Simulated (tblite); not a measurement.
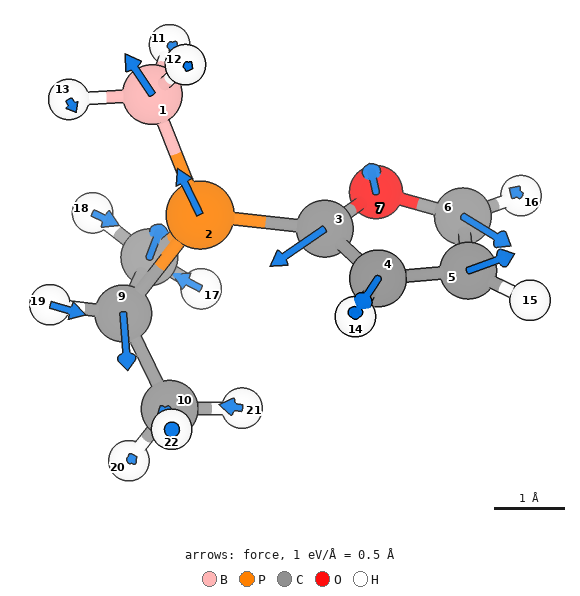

Starting geometry of C₇H₁₂BOP with the computed forces as blue arrows. The picture is a ball-and-stick view, seen face on.

Computed with tblite, GFN2-xTB geometry optimisation, gas phase. 

What follows when this structure is relaxed?

Answer. It isn't relaxed: the largest force vector, on a C atom, is 2.14 eV/Å. The final displacements have little in common with the starting forces (cosine between the two patterns 0.02). The energy falls by 16.4 kcal/mol in 212 geometry steps. The largest move after the best rigid fit is that of an H atom, 2.07 Å. By element the largest moves are H 2.07 Å, O 1.29 Å, C 1.03 Å, B 0.48 Å, P 0.22 Å. Among the contacts that change: C–C 1.456 → 1.521 Å, B–P 1.891 → 1.951 Å, C–O 1.313 → 1.354 Å, C–C 1.373 → 1.413 Å. Bond angles that change, for instance: B–P–C 108.5° → 125.9°, C–P–C 120.1° → 106.2°, P–C–C 114.0° → 123.6°. The run took 1.6 s on 1 thread of Arm Neoverse V2, with other jobs on the host.
